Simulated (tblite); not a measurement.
**C5H9GeN3O: geometry relaxation (part 3 of 3)**

The same run, continued: C5H9GeN3O, SMILES CC(=O)c1nn[n]([GeH3])c1C; GFN2-xTB geometry optimisation, gas phase (tblite 0.8.0). 

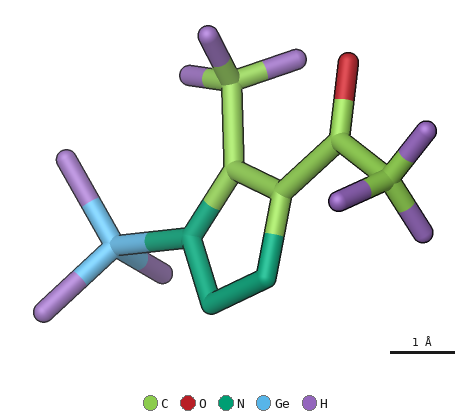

*The starting structure (stick view, seen at a tilt). Sticks mark near contacts.*

## Input
```
{"job": {"kind": "relax", "xc": "GFN2-xTB", "basis": "xTB"}, "charge": 0, "multiplicity": 1}
C      3.424800     0.218400     0.083900
C      2.063600    -0.078900    -0.525400
O      1.989100    -0.533100    -1.694600
C      0.837200     0.136800     0.244000
N      0.730400     0.596500     1.534600
N     -0.530100     0.664400     1.905700
N     -1.282600     0.242400     0.884600
Ge    -3.143700     0.163300     0.976300
C     -0.464100    -0.095300    -0.130100
C     -0.849600    -0.613700    -1.462200
H      3.445200    -0.352300     1.018400
H      3.410200     1.317300     0.293900
H      4.208300     0.020300    -0.623900
H     -3.709800     1.321100     1.856000
H     -3.586200    -1.175100     1.584900
H     -3.771700     0.401900    -0.437900
H     -0.496800     0.091200    -2.274600
H     -1.938600    -0.742000    -1.571700
H     -0.345400    -1.574000    -1.669400
```

The first line tells a small driver script what to run in tblite; the rest is the geometry in Å.

Launched with:
```bash
OMP_NUM_THREADS=1 python <driver script> task.json out
```

## Summary

| quantity | value |
| --- | --- |
| outcome | converged |
| total energy | −817.5507 eV |
| hardware | 1 CPU thread, shared host |
| wall time | 0.78 s |
| peak memory | 0.18 GiB |
